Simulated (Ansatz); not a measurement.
The figure comes from a scan of SrTe (rock salt): the crystal slips on the {100} plane by s times a lattice vector of 4.75 Å, no atom relaxing, γ being the energy change per area. Computed with PBE (plane waves to 420 eV, PAW, scalar-relativistic; Ansatz, a first-principles code). k mesh 6×6×6 (Γ-centred), Fermi-Dirac smearing 0.05 eV. Energies are extrapolated to zero smearing. Faults lie only 10.1 Å apart, and holding the cell height and the atoms raises γ above its relaxed value. Spin-orbit coupling is left out, though Te is heavy. SrTe was relaxed with its symmetry unable to fall. γ is measured from zero shift.

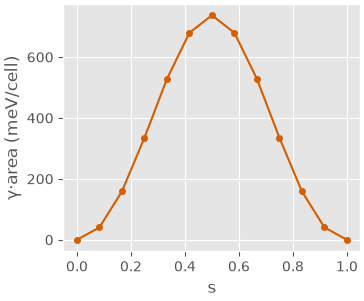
Fig. 1. γ·area (meV/cell) against s; markers are the computed points, lines only join them (the last repeats the first, one period on).

### Question
Turn the plot into a table (rounded to what can be read).

### Answer
To the nearest 10:

```tsv
s	γ·area (meV/cell)
0.000	0
0.083	40
0.167	160
0.250	330
0.333	530
0.417	680
0.500	740
0.583	680
0.667	530
0.750	330
0.833	160
0.917	40
```

(The slope of γ gives the shear force per area between the displaced halves; near zero shift its curvature is an elastic stiffness.)
